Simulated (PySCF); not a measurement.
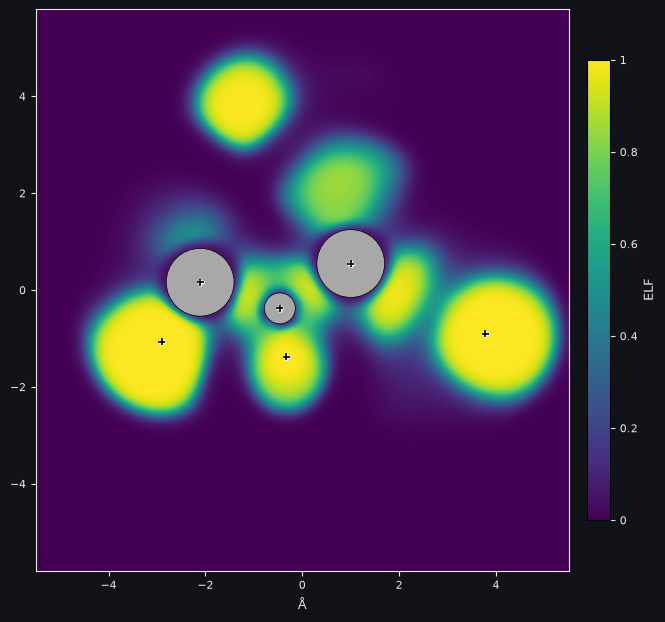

The ELF on a plane through atoms (crosses mark nuclei in the plane; grey discs cover the cores).

All numbers below come from PySCF 2.14.0, CAM-B3LYP/def2-SVPD, SCF density, gas phase.

Candidates:
A. H11NOSi4
B. C4H8O2SSi

Question: Which system is this?

Answer: Candidate A: H11NOSi4 on the plane of atoms Si1, N2 and H10, which holds Si, N and H. Si–N (1.73 Å): the ELF peaks at about 0.90 between the atoms (a polar covalent bond). N–H (1.01 Å): the ELF climbs to about 1 towards the hydrogen, as it does in any bond to H: a covalent bond by its length.
